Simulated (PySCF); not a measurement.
**Run report: C5H8F2OSi, NMR shielding calculation**

The run: NMR shielding calculation of C5H8F2OSi, SMILES CO[Si@H]1CC(CF)=C1F. Method and program: GIAO PBE0/pcSseg-1 NMR shielding, non-relativistic, gas phase (PySCF 2.14.0).

The geometry comes from this level: GFN2-xTB. It belongs to a series of runs on one base structure; here: H on C replaced by CH2F. Figures and captions count atoms from 1; the log counts them from 0 in places.

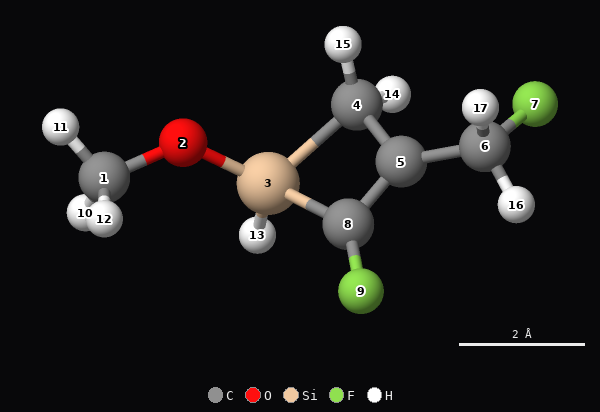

Fig. 1: The structure as given in the input (ball-and-stick view, seen at a tilt; atoms are numbered from 1 in the order of the input). Bond lengths as drawn: C–C 1.34 to 1.51 Å, C–F 1.36 to 1.38 Å, C–H 1.09 to 1.10 Å, C–O 1.40 Å, C–Si 1.90 to 1.91 Å, H–Si 1.46 Å and O–Si 1.61 Å.

The input:
```
{"job": {"kind": "nmr", "xc": "PBE0", "basis": "pcSseg-1"}, "charge": 0, "multiplicity": 1}
C     -3.118312    -1.136808     0.340264
O     -2.082110    -0.206145     0.192328
Si    -0.765452    -0.239493    -0.734733
C      0.332846     1.290446    -0.397322
C      1.439956     0.363084     0.046963
C      2.799666     0.785778     0.480083
F      3.209769     1.912200    -0.196236
C      0.892044    -0.852194    -0.035607
F      1.509151    -2.020995     0.269543
H     -3.493369    -1.458746    -0.632561
H     -3.921291    -0.655032     0.898091
H     -2.768360    -2.011457     0.891102
H     -1.030378    -0.668820    -2.103089
H      0.621547     1.892840    -1.254497
H      0.013885     1.967429     0.391952
H      3.542439     0.003997     0.286165
H      2.810971     1.045946     1.547643
```

The first line tells a small driver script what to run in PySCF; the rest is the geometry in Å.

Machine: 1 CPU thread, shared host.

Run as:
```bash
OMP_NUM_THREADS=1 python <driver script> task.json out
```

What the program printed:
```
coarse grid: 15272 points
cycle   1  E = -758.8413749148  dE =  1.285e+00  |g| = 8.545e-01  |ddm| = 3.762e+00
cycle   2  E = -758.6788778932  dE =  1.625e-01  |g| = 1.293e+00  |ddm| = 1.701e+00
cycle   3  E = -758.9648219202  dE = -2.859e-01  |g| = 1.312e-01  |ddm| = 1.169e+00
cycle   4  E = -758.9678300877  dE = -3.008e-03  |g| = 5.537e-02  |ddm| = 1.559e-01
cycle   5  E = -758.9684228323  dE = -5.927e-04  |g| = 1.007e-02  |ddm| = 4.731e-02
cycle   6  E = -758.9684365075  dE = -1.368e-05  |g| = 4.655e-03  |ddm| = 1.168e-02
cycle   7  E = -758.9684407294  dE = -4.222e-06  |g| = 6.326e-04  |ddm| = 4.484e-03
final grid: 145360 points
cycle   8  E = -759.0454168160  dE = -3.565e-05  |g| = 1.201e-02  |ddm| = 2.799e-02
cycle   9  E = -759.0453826380  dE =  3.418e-05  |g| = 1.823e-02  |ddm| = 2.201e-02
cycle  10  E = -759.0454452609  dE = -6.262e-05  |g| = 1.771e-03  |ddm| = 1.405e-02
cycle  11  E = -759.0454459106  dE = -6.496e-07  |g| = 3.274e-04  |ddm| = 1.708e-03
cycle  12  E = -759.0454459267  dE = -1.617e-08  |g| = 1.861e-04  |ddm| = 4.282e-04
cycle  13  E = -759.0454459346  dE = -7.906e-09  |g| = 3.791e-05  |ddm| = 1.911e-04
cycle  14  E = -759.0454459349  dE = -2.879e-10  |g| = 1.197e-05  |ddm| = 4.228e-05
```

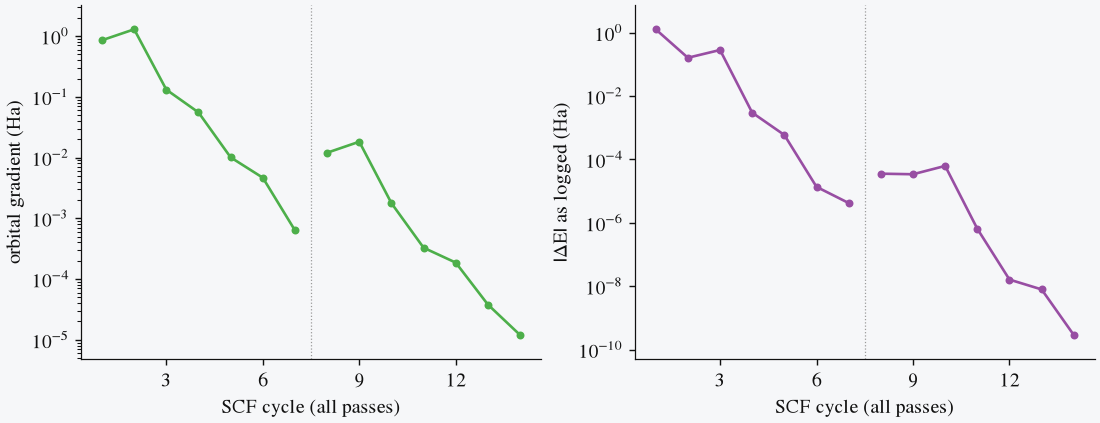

Fig. 2: Convergence of the self-consistent field: orbital gradient and size of the energy change against the SCF cycle. The dotted line marks the change from a coarse to the final integration grid. The first 7 cycles use a coarse grid, the final grid takes over at cycle 8, and the field converges after 14 cycles in all.

```
converged SCF energy = -759.0454459349

GIAO shielding tensors (ppm)
atom      isotropic    diamagn.    paramagn.     s11        s22        s33       span
  0 C      132.383     239.896    -107.513    105.543    106.403    185.204     79.661
  1 O      309.830     399.041     -89.211    241.560    338.557    349.372    107.812
  2 Si     365.459     881.092    -515.633    336.635    349.915    409.826     73.190
  3 C      172.207     254.691     -82.484    159.877    169.929    186.815     26.938
  4 C       43.897     269.510    -225.613    -69.340     74.940    126.092    195.432
  5 C      106.327     237.843    -131.516     75.493     85.545    157.944     82.452
  6 F      435.435     469.493     -34.058    412.059    427.770    466.476     54.417
  7 C       15.576     257.325    -241.749    -58.275     43.177     61.827    120.102
  8 F      266.739     476.337    -209.597    146.278    274.626    379.315    233.037
  9 H       27.859      26.651       1.208     23.931     25.588     34.059     10.127
 10 H       27.564      26.463       1.101     23.233     25.324     34.135     10.902
 11 H       27.707      27.958      -0.251     23.228     25.848     34.045     10.817
 12 H       26.271      29.809      -3.538     22.915     24.788     31.111      8.196
 13 H       30.016      31.832      -1.816     26.042     28.290     35.717      9.675
 14 H       30.248      32.945      -2.696     26.815     27.753     36.177      9.362
 15 H       25.941      27.303      -1.362     21.414     26.964     29.444      8.030
 16 H       26.348      27.304      -0.956     22.163     27.011     29.869      7.706
```

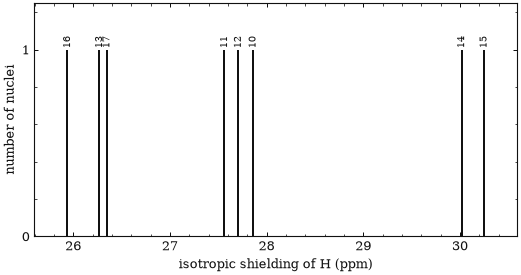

Fig. 3: Isotropic shieldings of the hydrogen nuclei in this fixed geometry, labelled by atom number; shielding grows to the right, so chemical shift grows to the left. The least shielded is H16 (25.9 ppm), the most shielded H15 (30.2 ppm).

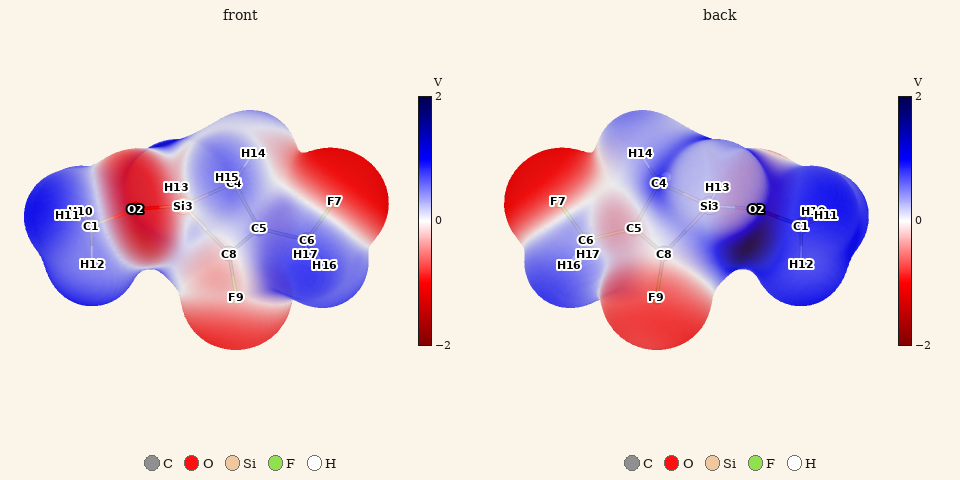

Fig. 4: The molecular electrostatic potential painted on the density surface at 0.002 e/bohr³, seen at a tilt and from behind; red is negative and blue positive.

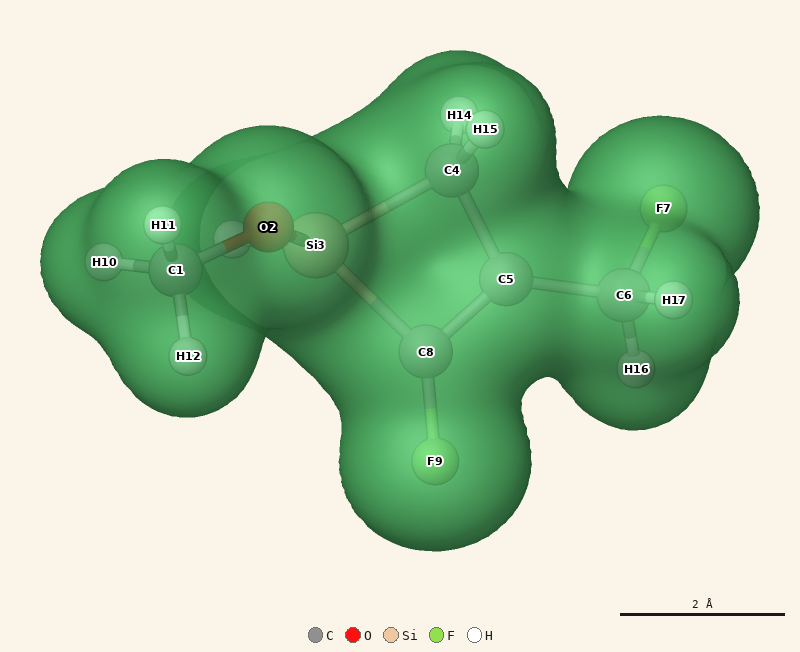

Fig. 5: Isosurface of the total electron density at 0.1 e/Å³ (green), seen at a tilt. At this value the surface is in one piece. On the grid the lowest density along these lines, outside the cores, is 2.3 e/Å³ (C–C, 1.34 Å), 1.7 e/Å³ (C–F, 1.36 Å), 1.7 e/Å³ (C–O, 1.40 Å) and 1 e/Å³ (Si–O, 1.61 Å).

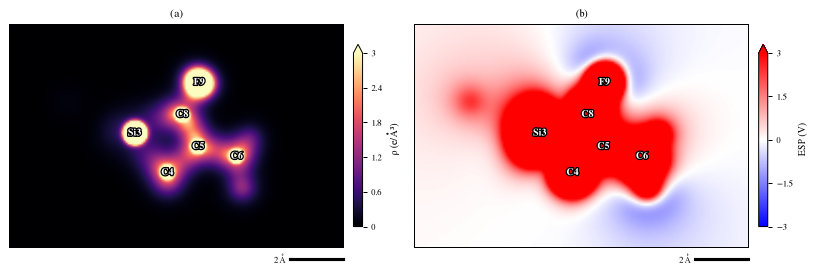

Fig. 6: (a) total electron density; (b) electrostatic potential on the plane of atoms C4, C5 and C6. The plane passes through Si, C and F nuclei. C–C (1.34 Å): ρ is about 2.3 e/Å³ halfway. C–F (1.36 Å): ρ at the midpoint is about 2.2 e/Å³, with its minimum of 1.7 e/Å³ about 0.5 Å from C. C–Si (1.90 Å): ρ is about 0.86 e/Å³ halfway.

Summary:

- outcome: converged
- total energy: −759.045446 hartree
- HOMO: −7.22 eV
- LUMO: −0.21 eV
- dipole moment: 2.67 D
- isotropic shielding, C: 15.6 to 172.2 ppm
- isotropic shielding, O: 309.8 ppm
- isotropic shielding, Si: 365.5 ppm
- isotropic shielding, F: 266.7 to 435.4 ppm
- isotropic shielding, H: 25.9 to 30.2 ppm
- wall time: 71 s
- peak memory: 0.97 GiB
